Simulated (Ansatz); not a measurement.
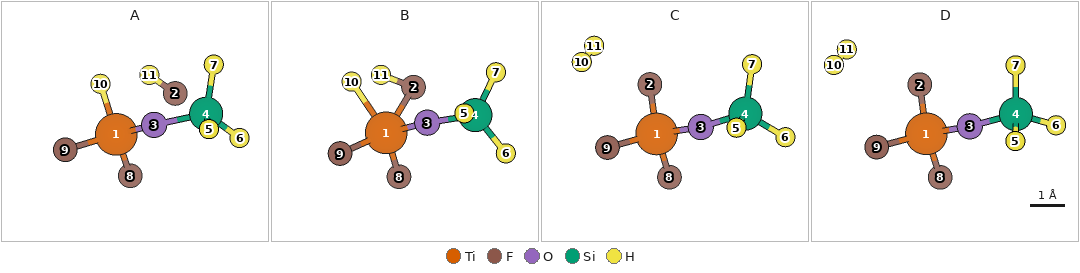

4 geometries from a converged minimum-energy path of TiSiH5OF3, made up at the start of TiSiH$_{3}$OF$_{3}$ and H$_{2}$, shuffled. The picture is a ball-and-stick view, seen from a free direction.

Computed with RKS B3LYP-D4/def2-SVP in Ansatz 0.2.0. Run with 7 movable images; climbing image; force threshold 0.05 eV/Å; iteration limit 60; starting path through a guess of the saddle point.

### One of them is the converged climbing image. Which?

B. In order along the path, whose images run from 0 to 8: D (image 3, +0.01 eV), C (image 4, +0.01 eV), B (image 6, +1.84 eV), A (image 8, +1.72 eV). Breaking: H10–H11 (0.76 → 1.11 at the top → 1.58 Å), Ti1–F2 (1.75 → 2.13 at the top → 2.46 Å). Forming: F2–H11 (2.58 → 1.09 at the top → 0.95 Å), Ti1–H10 (3.32 → 1.89 at the top → 1.73 Å).

Limits of the set-up: the start holds two separate molecules, 2.6 Å apart at their closest, whose relative position is a soft coordinate.
